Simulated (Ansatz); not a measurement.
# Squeezing and shearing glassy 70SiO2-12CaO-18Li2O (mol %) (95 atoms), part 4 of 4

How stiff is glassy 70SiO2-12CaO-18Li2O (mol %) (95 atoms), and how do its levels respond to strain?

Ansatz 0.2.0; Kohn-Sham DFT, revPBE, PAW (set soft_2), plane waves.

The cell: 23 Si, 4 Ca, 12 Li and 56 O. The quench rate of 50 K/ps far exceeds what a furnace or splat quench reaches. The network of bonds at the start is that of the classical potential that made the cell. Only the Γ point is sampled.

So far. Step 11 (Compressed by 1 % along x): The relaxation converged after 4 steps, 0.0747 eV below its start, with a largest force component of 0.039 eV/Å. Step 11 (Compressed by 1 % along x): Compressed by 1 % along x: the energy stands 0.0420 eV above that of the reference, at a pressure of 0.530 GPa.

## Step 12: Sheared by 2 % in xy

A shear of the relaxed cell gives the modulus that volume changes can't reach.

input.yaml

```yaml
crystal:
  lattice:
    - [10.88391, 0.12733, -0.09979]
    - [0.12561, 10.71228, -0.01581]
    - [-0.09995, -0.01681, 10.75282]
  atoms:
    [... the 95 atom lines of step 4 ...]
kpoints:
  mp_grid: { grid: [1, 1, 1] }
hamiltonian:
  xc: revpbe
scf:
  occupations: { method: fixed }
output:
  forces: true
  eigenvalues: true
  stress: true
relax:
  f_tol: 0.05
  max_steps: 70
```

The run is started by

```console
$ ansatz run input.yaml --threads 4 --pin off --max-ram 8192MiB --backend cpu --events-out ev --progress --plain --runs-dir out
```

Numbers of over 12 decimals in the logs are rounded to 6 here.

What it wrote:

```text
[...]
Crystal: 95 atoms, lattice volume = 1253.406 Å³
Basis set: ecut = 420 eV, 24475 PW (Γ), exchange–correlation on 150×144×144 points (8 copies of the dense FFT grid, shifted against one another)
Bands: 347, of which v1, the nominal top of the filled ones, is band 252 counted from 1 (251 counted from 0)
Symmetry: 1 space group operations
[...]
k-points: 1
[...]
SCF iter   1: F=—  HF=-56375.998398 eV  |F-HF|=—  |Δ(HF+E_count)|=         —  Δρ=3.32e-3  dr2=1.51e-1  ethr=1.77e-3  ⟨swp⟩=4.0  Hψ=1344  notcnv=0  defer=93
[...]
SCF iter   5: F=—  HF=-56375.995912 eV  |F-HF|=—  |Δ(HF+E_count)|=   2.46e-4  Δρ=1.17e-4  dr2=1.49e-4  ethr=1.08e-7  ⟨swp⟩=2.0  Hψ=470  notcnv=0  defer=93
SCF iter   6: F=-56375.996014 eV  HF=-56375.995996 eV  |F-HF|=1.73e-5  |Δ(HF+E_count)|=   8.45e-5  Δρ=2.52e-5  dr2=8.85e-6  ethr=1.24e-8  ⟨swp⟩=15.0  Hψ=2628  notcnv=0
SCF 1 converged in 6 iterations: F = -56375.996014 eV  dr2 = 8.85e-6
[...]
relax step   1: F+E_penalty+E_count = -56375.99601377 eV  Δ(F+E_penalty+E_count) = +0.000e0 eV  max|allowed force component| = 4.850e-1 eV/Å  Δτ_max = 0.0000 Å  (6 SCF iters, dr2 threshold 6.25e-5 eV, accepted)
[...]
relax step   2: F+E_penalty+E_count = -56376.06106996 eV  Δ(F+E_penalty+E_count) = -6.506e-2 eV  max|allowed force component| = 3.229e-1 eV/Å  Δτ_max = 0.0297 Å  (5 SCF iters, dr2 threshold 1.47e-5 eV, accepted)
[...]
relax step   3: F+E_penalty+E_count = -56376.09881109 eV  Δ(F+E_penalty+E_count) = -3.774e-2 eV  max|allowed force component| = 7.685e-2 eV/Å  Δτ_max = 0.0383 Å  (6 SCF iters, dr2 threshold 6.51e-6 eV, accepted)
relax step   4: F+E_penalty+E_count = -56376.10173893 eV  Δ(F+E_penalty+E_count) = -2.928e-3 eV  max|allowed force component| = 5.412e-2 eV/Å  Δτ_max = 0.0116 Å  (7 SCF iters, accepted)
relax step   5: F+E_penalty+E_count = -56376.08107573 eV  Δ(F+E_penalty+E_count) = +2.066e-2 eV  max|allowed force component| = 1.417e-1 eV/Å  Δτ_max = 0.0650 Å  (9 SCF iters, rejected (line search))
[...]
relax step   6: F+E_penalty+E_count = -56376.10624587 eV  Δ(F+E_penalty+E_count) = -4.507e-3 eV  max|allowed force component| = 2.877e-2 eV/Å  Δτ_max = 0.0312 Å  (9 SCF iters, accepted)
SCF converged after 9 iterations
Free energy (F): -56376.106246 eV
[...]
Internal energy: -56376.106246 eV  (E = F + TS)
E sigma→0 (E₀):  -56376.106246 eV
Fermi energy:    3.104826 eV
[...]
Σ components = -56376.106246   (vs F -56376.106246, Δ=0.00e0)
--- Forces (eV/Å), atoms counted from 1 ---
  atom   1  Si    -0.00419102     0.00171299    -0.01186996
  atom   2  Si    -0.01691275     0.00326346    -0.02236200
  atom   3  Si     0.00928893    -0.00077108     0.01506584
  atom   4  Si     0.00120467     0.00583972     0.00075929
[...]
atom  95  O     -0.00220110    -0.00705885    -0.00057895
  max |Σ_I F_I| component: 6.30e-5 eV/Å
--- Stress (GPa, compression-positive) ---
       -0.040117      -0.661108       0.052787
       -0.661109      -0.097462       0.021739
        0.052788       0.021740       0.042066
  P = ⅓ Tr σ = -0.0318 GPa (-0.318 kbar)
--- Band table (eV) ---
[...]
--- Relaxed structure (6 steps of the walk, 5 accepted, 0 SCFs on fresh bases) ---
  F+E_penalty+E_count = -56376.10624587 eV   max|allowed force component| = 2.877e-2 eV/Å
  atoms:
    - { symbol: Si, position: [0.455665, 0.278849, 0.757713] }
    - { symbol: Si, position: [0.677970, 0.107948, 0.879327] }
    - { symbol: Si, position: [0.231391, 0.140469, 0.111451] }
    - { symbol: Si, position: [0.680561, 0.269481, 0.291510] }
[...]
- { symbol: O, position: [0.067860, 0.331221, 0.838528] }
```

Elapsed: 49 s, on 4 threads of Intel Xeon Platinum 8375C at 2.90GHz (Ice Lake), shared host; peak memory 1.6 GiB.

The relaxation converged after 6 steps, 0.110 eV below its start, with a largest force component of 0.029 eV/Å.

Sheared by 2 % in xy: the energy stands 0.0499 eV above that of the reference, at a pressure of -0.0318 GPa.

## Step 13: Pressure against volume

Atoms are relaxed at each volume, in the scaled cell.

```csv
volume change (%),volume (Å³/atom),energy change (meV/atom),pressure (GPa),largest move on relaxing (Å),bonds,gap (eV)
-10,11.876,22.02,5.85,0.44,160,4.77
-6,12.403,7.40,3.16,0.24,157,4.64
-3,12.799,1.87,1.53,0.12,155,4.53
+0,13.195,0.00,0.02,-,153,4.43
+3,13.591,1.45,-1.25,0.14,152,4.33
+6,13.987,5.31,-2.17,0.90,149,4.19
```

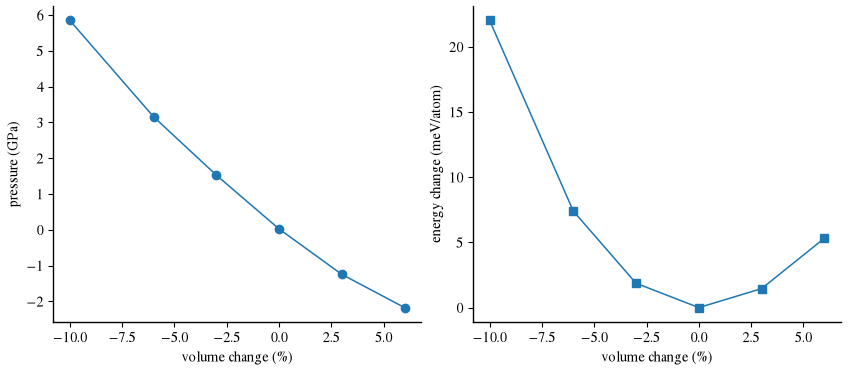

Pressure and energy against volume.

## Step 14: Uniaxial strain and shear

Stress (GPa, compression positive) less that of the relaxed cell, atoms relaxed:

```csv
strain,xx,yy,zz,xy,energy change (meV/atom)
stretched by 1 % along x,-0.818,-0.310,-0.231,-0.064,0.29
compressed by 1 % along x,0.917,0.342,0.260,0.073,0.44
sheared by 2 % in xy,-0.071,-0.121,0.025,-0.661,0.53
```

## Step 15: What came out

The bulk modulus, from the slope of pressure against ln V over the three points nearest the relaxed volume, is 46.2 GPa; a quadratic over all points gives a pressure derivative of about 4.7. The count of bonds runs from 149 to 160 over the series, so at some points contacts cross the cutoffs. At +6 % some atom moved by over 0.5 Å on relaxing, so that point may sit in another local minimum. The gap goes from 4.77 eV at the smallest volume to 4.19 eV at the largest, -3.5 eV per unit of ln V by a straight line, on the run's k-points. In the Cartesian axes of the cell, finite differences give C11 = 86.8, C12 = 32.6, C13 = 24.6 and C66 = 33.0 GPa (the shear of 2 % is the engineering strain, εxy = 0.01). The mean of C11, C12 and C13, which equals the bulk modulus in a cubic or isotropic solid, is 48.0 GPa: it agrees with the bulk modulus within 10 %. For an isotropic solid C66 would equal (C11 − C12)/2 = 27.1 GPa; so small a sample needn't be isotropic, and C66 rests on one shear. With the bulk modulus and C66 as K and G, Young's modulus would be about 80 GPa and Poisson's ratio 0.21.

Caveats: Strains are finite and relaxations stop at the force tolerance of the input, which can leave moduli too stiff; they are those of a static cell at zero temperature. Volumes are changed with the cell's shape held, so in an anisotropic solid the modulus lies over the one under free hydrostatic load. The program notes that the SCF threshold of the relaxations is loose for the stress.

The DFT runs together took 13 min of wall time.

[Logs are printed without paths, hosts, clocks, repeated set-up lines and the standing remarks that a program may print on its own settings, such as how far it seeks lower states.]

[Hosts, paths, dates, database ids (printed as entryN), source tags and the programs' standing remarks are cut or masked in the printed files.]
